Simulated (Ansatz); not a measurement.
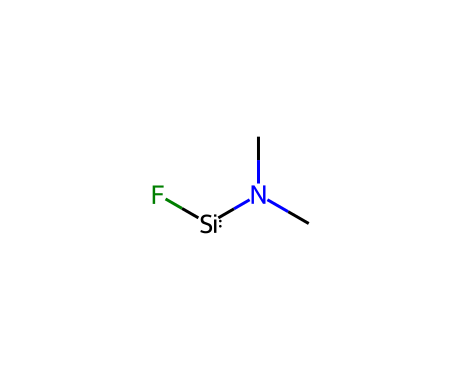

2D structure.

Write the SMILES.

CN(C)[Si]F

Give the formula, hydrogens included.

C2H6FNSi.

An optimisation with PBE0-D4/def2-TZVP gave a structure of which point group?

Cs. Other conformers may differ.

The parts below concern this one geometry. Atoms keep their numbers from picture to picture. The geometry was computed by an optimisation with PBE0-D4/def2-TZVP.

Thermal motion

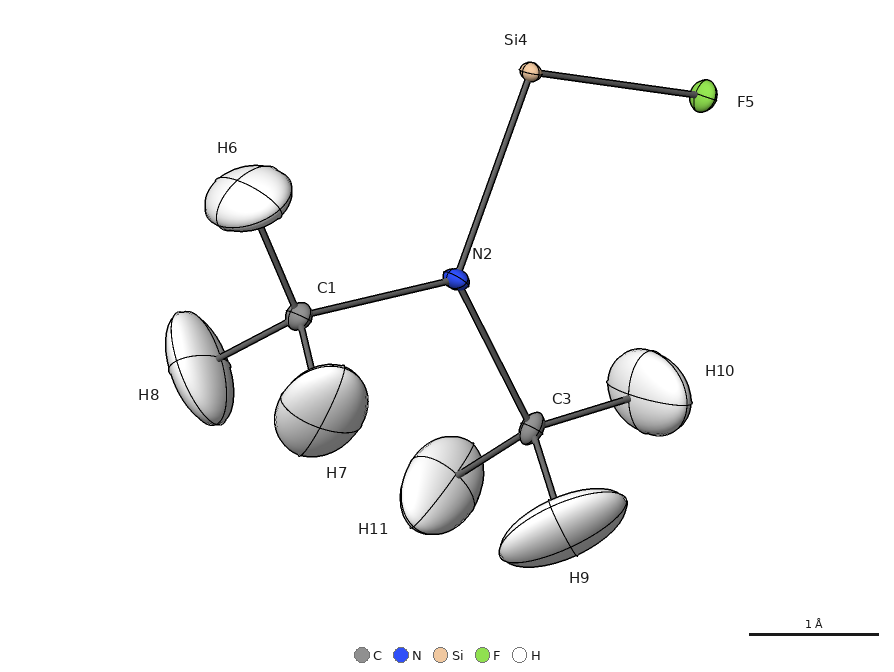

Displacement ellipsoids at the 50 % level, enlarged 1.5 times, from the internal vibrations of the free molecule (harmonic, no overall translation or rotation; no half-axis is drawn under 0.075 Å). Vibrations computed with RKS PBE0-D4/def2-TZVP (Ansatz 0.2.0). Temperature: 200 K.

Which atom moves most?

H10, with U_eq = 0.0271 Å².

Does H10 move more along its bond or across it?

Across it: the root-mean-square amplitude is 0.085 Å along the bond and up to 0.234 Å across, since bending and torsion are softer than stretching.

Give the displacement parameters, one line for each set of equivalent atoms.

```json
{"atom": "C1", "U_eq (Å²)": "0.0025", "rms amplitudes (Å)": "0.038, 0.049, 0.060"}
{"atom": "N2", "U_eq (Å²)": "0.0023", "rms amplitudes (Å)": "0.034, 0.040, 0.064"}
{"atom": "C3", "U_eq (Å²)": "0.0023", "rms amplitudes (Å)": "0.038, 0.046, 0.059"}
{"atom": "Si4", "U_eq (Å²)": "0.0014", "rms amplitudes (Å)": "0.024, 0.031, 0.051"}
{"atom": "F5", "U_eq (Å²)": "0.0030", "rms amplitudes (Å)": "0.030, 0.056, 0.070"}
{"atom": "H6", "U_eq (Å²)": "0.0216", "rms amplitudes (Å)": "0.080, 0.141, 0.196"}
{"atom": "H7, H8", "U_eq (Å²)": "0.0239", "rms amplitudes (Å)": "0.086, 0.146, 0.208"}
{"atom": "H9, H11", "U_eq (Å²)": "0.0261", "rms amplitudes (Å)": "0.086, 0.133, 0.231"}
{"atom": "H10", "U_eq (Å²)": "0.0271", "rms amplitudes (Å)": "0.082, 0.141, 0.234"}
```

Dipole moment

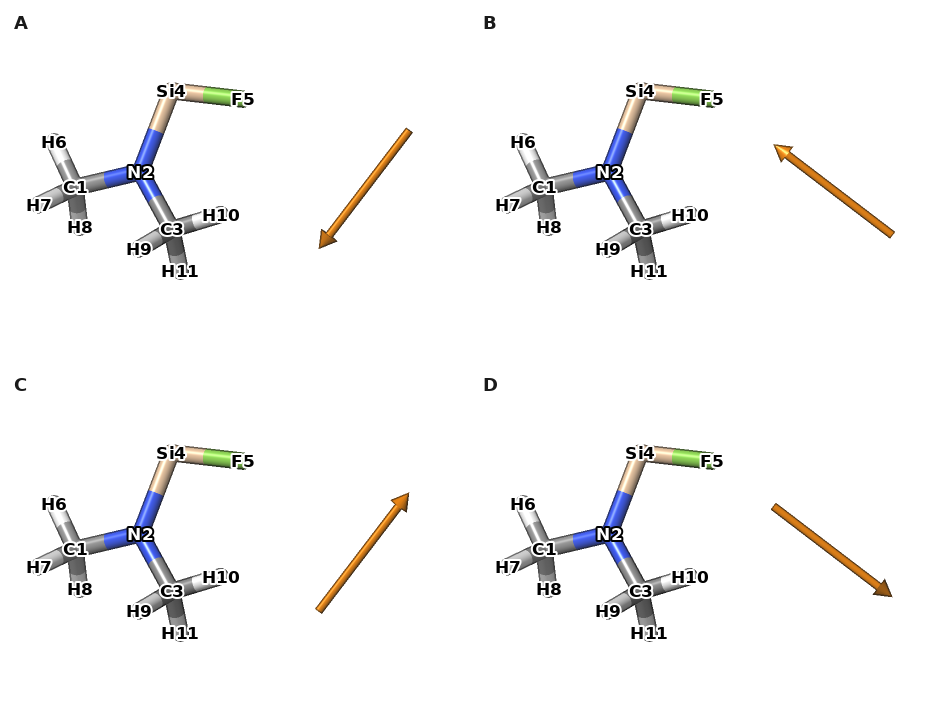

The same molecule four times, each with an arrow. Method: RKS PBE0-D4/def2-TZVP (Ansatz 0.2.0).

Which arrow points along the dipole moment, from the negative to the positive end?

A. The dipole moment is 2.57 D; it points from the side of F5 to the side of H7, H8 (the outermost atoms at the two ends).

Charges

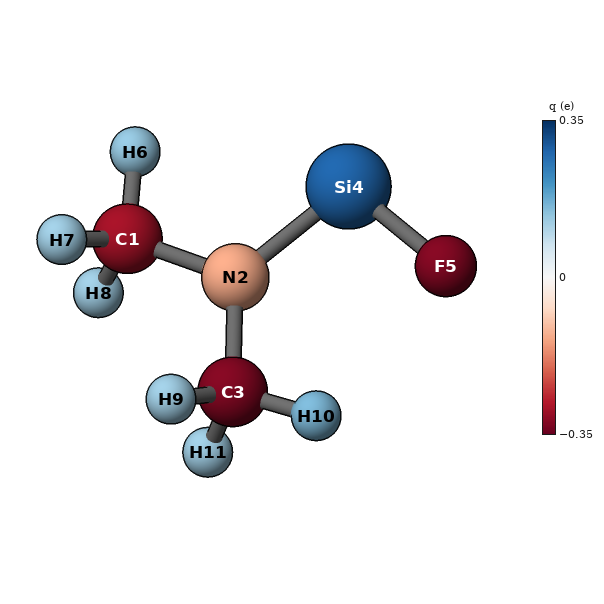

Atoms are coloured by their Mulliken charges. Level of theory: RKS PBE0-D4/def2-TZVP (Ansatz 0.2.0).

Which atom carries the highest charge (most positive or least negative)?

Si4 (0.28 e).

And the lowest?

C3, F5 (−0.32 e).

List the Mulliken charges.

| atom | value (e) |
| --- | --- |
| C1 | −0.29 |
| N2 | −0.13 |
| C3 | −0.32 |
| Si4 | 0.28 |
| F5 | −0.32 |
| H6 | 0.14 |
| H7 | 0.12 |
| H8 | 0.12 |
| H9 | 0.12 |
| H10 | 0.16 |
| H11 | 0.12 |

Mulliken values depend strongly on the basis set and can even reverse the polarity of a bond.
